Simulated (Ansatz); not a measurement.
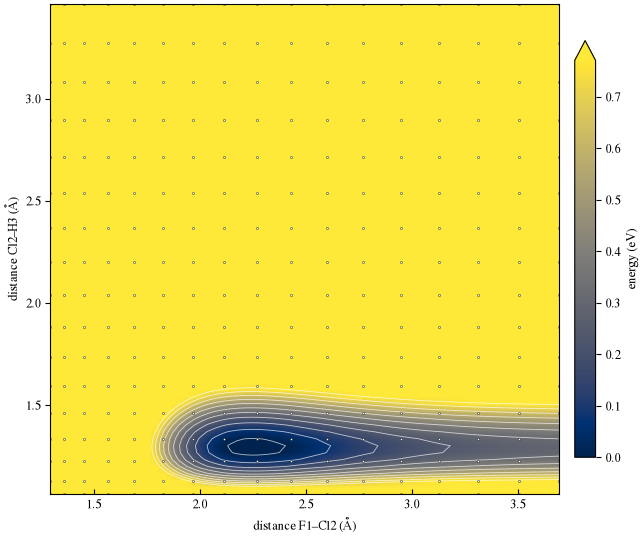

The system F + ClH, spin multiplicity 2. The first coordinate is: distance F1–Cl2; the second: distance Cl2–H3. Nothing is relaxed (the angle F1–Cl2–H3 is fixed at 100 degrees). The grid has 17 × 17 points. Points are written as (first, second). Energies are in eV, from the lowest grid point. In part of the range the unrestricted reference is strongly spin-contaminated. These are results of UKS PBE0-D4/def2-SVPD in Ansatz, not measurements.

Drawn: a smooth colour map with a few white contour lines, dots at the grid points, one colour for all values above the top of the scale. Between grid points the surface is interpolated.

Estimate the position of the minimum and the force constants in these coordinates.

The interpolated minimum is at distance F1–Cl2 ≈ 2.251 Å, distance Cl2–H3 ≈ 1.292 Å. The curvatures there are about 3.1 eV/Å² and 32 eV/Å², with a cross term of about 0 eV/Å². Round the minimum the two coordinates are nearly uncoupled.
